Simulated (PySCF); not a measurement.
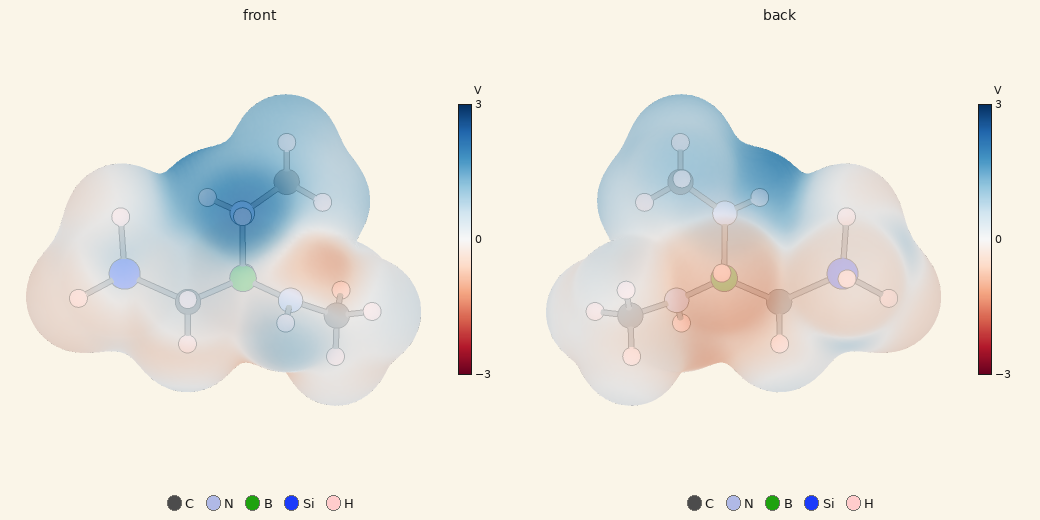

*C$_{3}$H$_{15}$BN$_{2}$Si. The molecular electrostatic potential painted on the density surface at 0.002 e/bohr³, seen from the front and from behind; red is negative and blue positive.*

Geometry: GFN2-xTB.

Computed with PBE0/pcSseg-1, SCF density, gas phase, non-relativistic in PySCF 2.14.0.

```xyz
22

C    -2.5463   -0.3705   -0.8417
N    -1.1325   -0.1187   -0.9621
B    -0.1538   -0.3881    0.1015
C     1.2284   -1.0818   -0.4141
Si    2.5883   -1.3883    0.8569
N     0.3708    1.2116    0.5815
C    -0.6828    2.0327    1.1591
H    -2.8455   -0.2290    0.1955
H    -2.8336   -1.3923   -1.1350
H    -3.1189    0.3264   -1.4661
H    -0.8247   -0.2352   -1.9163
H    -0.6141   -0.8280    1.1059
H     1.6443   -0.5113   -1.2521
H     0.9670   -2.0546   -0.8390
H     3.7751   -2.0070    0.2514
H     2.1389   -2.2313    1.9658
H     3.0542   -0.1087    1.4466
H     1.1458    1.0850    1.2245
H     0.7183    1.6286   -0.2759
H    -0.3465    3.0488    1.3808
H    -1.0327    1.5634    2.0758
H    -1.5104    2.0679    0.4541
```

Question: Which sites attract a positive test charge, and which a negative one?

Answer: A positive charge is drawn to the negative regions and a negative charge to the positive ones. The most negative region (about −1.0 V) lies over H12, the most positive (about +2.0 V) over H19.
